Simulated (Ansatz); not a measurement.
AlN (space group P6_3mc, No. 186): the geometry relaxed with DFT PBE, scalar-relativistic, plane waves, PAW in Ansatz 0.2.0.

```xyz
4
Lattice="3.1302 0.0000 0.0000 -1.5651 2.7108 0.0000 0.0000 0.0000 5.0180" Properties=species:S:1:pos:R:3 pbc="T T T"
Al    1.5651    0.9036    2.5052
Al    0.0000    1.8072    5.0142
N     1.5651    0.9036    4.4197
N     0.0000    1.8072    1.9107
```

Describe the stacking along c, with columns A (0, 0), B (1/3, 2/3), C (2/3, 1/3) of the hexagonal mesh.

Al(B) – N(B) – Al(C) – N(C) (four layers in 5.02 Å).

N layers alone: BC, the hexagonal close-packed type.

Al: two tetrahedral sites (per hexagonal cell).

Polytype symbol 2H, the symbol of a tetrahedral polytype (number of double layers in the repeat and lattice).

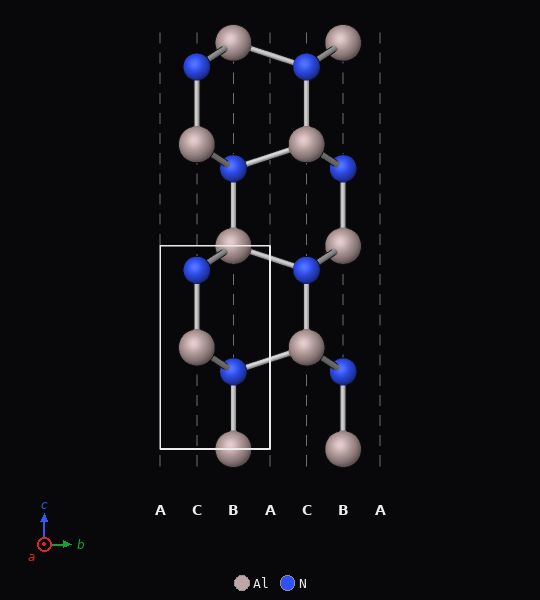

Projection along an edge of the hexagonal mesh, stacking direction c upwards. The dashed lines mark the three columns A (0, 0), B (1/3, 2/3) and C (2/3, 1/3). The sequence starts with the first layer at or above the cell's origin.
